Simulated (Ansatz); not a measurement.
```xyz
6

C    -0.1344   -0.3535   -0.3938
Se    0.8543    0.2568    1.1707
H    -1.1979   -0.4132   -0.1748
H     0.2439   -1.3500   -0.6172
H     0.0513    0.3004   -1.2427
H     0.1828    1.5596    1.2578
```

Geometry: PBE0-D4/def2-TZVP.

The calculation used Ansatz 0.2.0, RKS PBE0-D4/def2-TZVPP.

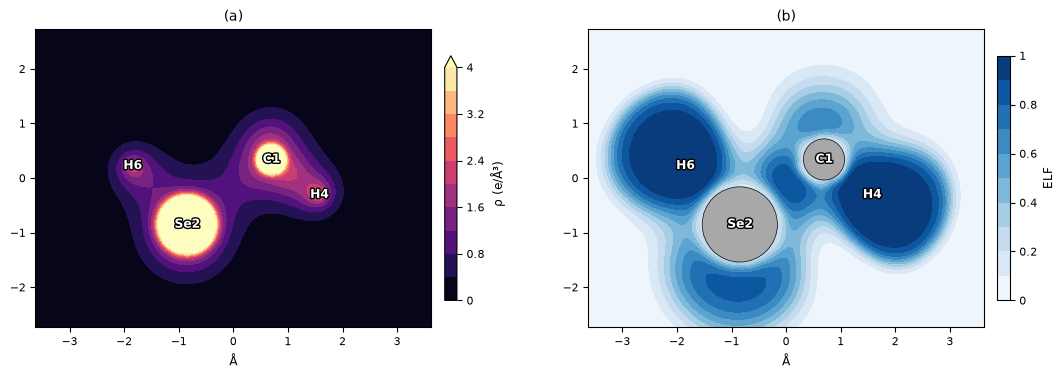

CH4Se (SMILES C[SeH]). (a) total electron density; (b) electron localisation function on the plane of atoms Se2, C1 and H4. Grey discs cover the atomic cores in the ELF map.

### Describe what can be read from this map.

Atoms in the plane: C, Se and H.
C–Se (1.95 Å): ρ is about 1 e/Å³ halfway; the ELF peaks at about 0.90 between the atoms: localised, covalent bonding.
C–H (1.09 Å): the density is about 2 e/Å³ at the midpoint; the ELF climbs to about 1 towards the hydrogen, as it does in any bond to H; an ordinary covalent bond to hydrogen.
Se–H (1.47 Å): ρ at the midpoint is about 1.4 e/Å³; the ELF climbs to about 1 towards the hydrogen.
The ELF also peaks beside Se2, away from the bonds: lone-pair regions.
